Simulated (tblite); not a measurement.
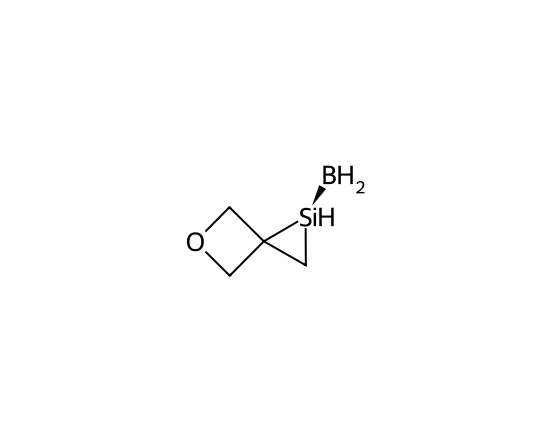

Source: calculation with tblite.

> Transcribe the drawing into SMILES.

B[Si@H]1CC12COC2

> What is the molecular formula?

C4H9BOSi.

> An optimisation with GFN2-xTB gave a structure of which point group?

C1.
